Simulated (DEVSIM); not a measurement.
System: Ni/Si3N4/p-Ge capacitor, at 300 K.

```csv
layer (left to right),material,thickness (nm),Na (cm⁻³)
1,Si3N4,2.90,-
2,Ge,6200,9.2e15
```

Metal gate on the left, work function 5.1 eV. Fixed charge at the semiconductor interface -1.1e10 cm⁻² (in units of +e); no interface traps.

The device is made up for the run: typed textbook-type constants, with dimensions and the other settings drawn at random. Values at 300 K.

| parameter | Si3N4 | Ge |
|---|---|---|
| gap (eV) | 5.1 | 0.664 |
| affinity (eV) | 2.1 | 4 |
| permittivity | 7.5 | 16 |
| Nc (cm⁻³) | - | 1.04e19 |
| Nv (cm⁻³) | - | 6e18 |

Simulated with DEVSIM: 1D Poisson equation in equilibrium, Boltzmann statistics, complete ionisation; no quantum confinement or tunnelling. Metal contacts follow the ideal Schottky-Mott rule: no Fermi-level pinning, no interface dipoles.

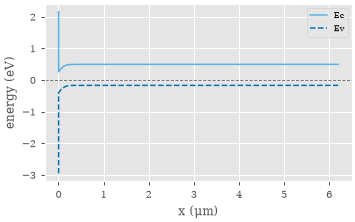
*Band edges at 0.85 V on the gate*

Energies count from the Fermi level of the right contact; mesh points crowd at the junctions.

```
x (μm)     Ec (eV)  Ev (eV)  n (cm⁻³)  p (cm⁻³)  field (V/cm)
---------  -------  -------  --------  --------  ------------
0.000        2.150   -2.950     < 1e2     < 1e2         47000
0.0009827    2.155   -2.945     < 1e2     < 1e2         47000
0.002057     2.160   -2.940     < 1e2     < 1e2         47000
0.003024     0.264   -0.400    3.8e14    1.1e12         21000
0.005413     0.269   -0.395    3.2e14    1.4e12         21000
0.009748     0.278   -0.386    2.3e14    1.9e12         20000
0.01920      0.296   -0.368    1.1e14    4.0e12         19000
0.05166      0.353   -0.311    1.2e13    3.5e13         16000
0.1106       0.427   -0.237    6.9e11    6.3e14          9700
0.2472       0.490   -0.174    6.1e10    7.1e15          1300
0.5370       0.496   -0.168    4.8e10    9.2e15           ≈ 0
1.532        0.496   -0.168    4.7e10    9.2e15           ≈ 0
3.306        0.496   -0.168    4.7e10    9.2e15           ≈ 0
4.875        0.496   -0.168    4.7e10    9.2e15           ≈ 0
5.739        0.496   -0.168    4.7e10    9.2e15           ≈ 0
5.991        0.496   -0.168    4.7e10    9.2e15           ≈ 0
6.106        0.496   -0.168    4.7e10    9.2e15           ≈ 0
6.159        0.496   -0.168    4.7e10    9.2e15           ≈ 0
6.188        0.496   -0.168    4.7e10    9.2e15           ≈ 0
6.197        0.496   -0.168    4.7e10    9.2e15           ≈ 0
6.201        0.496   -0.168    4.7e10    9.2e15           ≈ 0
6.203        0.496   -0.168    4.7e10    9.2e15           ≈ 0
```
